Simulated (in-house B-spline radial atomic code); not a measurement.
**Many-body perturbation calculation for K⁵⁺**

K⁵⁺, core [Ne] 3s2. Computed at this level: configuration interaction of two valence electrons with many-body perturbation theory for the core (screened one- and two-electron correlation potentials), Breit and QED, no-pair Dirac, B-spline basis (in-house B-spline radial atomic code).

Input:
```
basis_form = 3
Z = 19
core_configuration = [Ne] 3s2
rms_radius = 3.4349
mass_number = 39
speed_of_light = 137.035999084
box_radius = 12.857
lmax = 6
intervals = 64
virtual_cutoff = 722.0
```

Launched within a batch (the task file carries these settings):
```bash
python <driver script> task.json out
```

The program writes its results to a structured record and prints no log; tables and figures of this report are taken from that record.

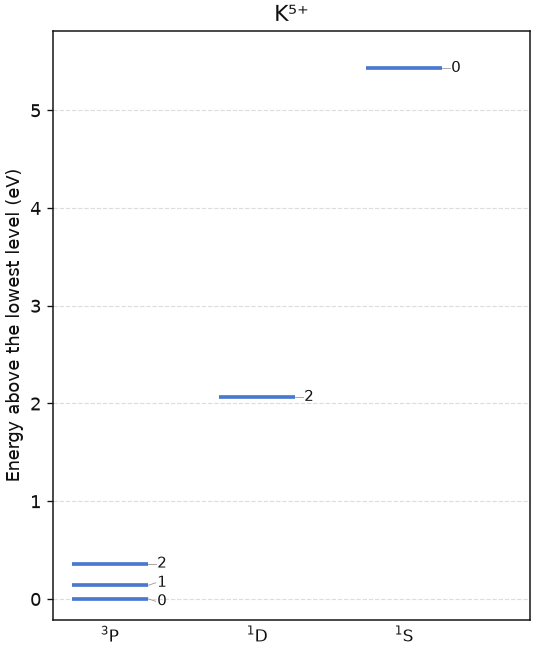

Fig. 1: Levels of K⁵⁺ (potassium, Z = 19), two electrons outside the core [Ne] 3s². CI+MBPT: configuration interaction in the frozen-core Dirac–Hartree–Fock potential with screened core-valence correlation, Breit and QED terms; computed with a B-spline radial code. The lowest level is 3p² ³P₀. The first excited level, 3p² ³P₁, lies at 0.140 eV. The ground term spreads over 0.361 eV in the order J = 0, 1, 2, a normal multiplet. All levels drawn have even parity, so no electric dipole line joins them. The ionisation energy is 99.39 eV, against 98.28 eV from CI without core-valence correlation and a semi-empirical value of 99.44 eV.

```
  Level  E (eV)
3p² ³P₀       0
3p² ³P₁  0.1403
3p² ³P₂  0.3611
3p² ¹D₂   2.066
3p² ¹S₀   5.431
```

Summary:

| quantity | value |
| --- | --- |
| outcome | converged |
| hardware | 1 CPU thread, shared host |
| wall time | 84 s |

Remarks:

Caveats: the outer s2 shell is a soft core here, levels are rough.
